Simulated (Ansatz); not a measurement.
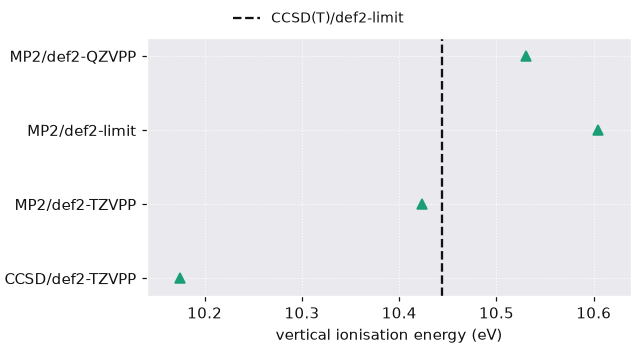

Vertical ionisation energy of AlNH₃Cl, SMILES [NH2][AlH][Cl], singlet, taken as the energy of the cation less that of the neutral at fixed geometry (unrestricted doublet cation, cores frozen in correlated methods, no spin-orbit coupling), the Ansatz code, at a PBE0-D4/def2-TZVP geometry (a minimum by its frequencies). Limit means an estimate of the basis limit from triple and quadruple zeta; for coupled cluster it is either extrapolated directly or built as the MP2 limit plus the step from MP2 in triple zeta. The distance of MP2/def2-QZVPP, MP2/def2-TZVPP and CCSD/def2-TZVPP to the limit includes basis error.

Q: What range do the values span, the line included?

A: From 10.17 eV (CCSD/def2-TZVPP) to 10.60 eV (MP2/def2-limit).

Q: Give the values.

A:
```tsv
level	eV	less CCSD(T)/def2-limit
MP2/def2-QZVPP	10.53	0.09
MP2/def2-limit	10.60	0.16
MP2/def2-TZVPP	10.42	−0.02
CCSD/def2-TZVPP	10.17	−0.27
CCSD(T)/def2-limit	10.44	0.00
```
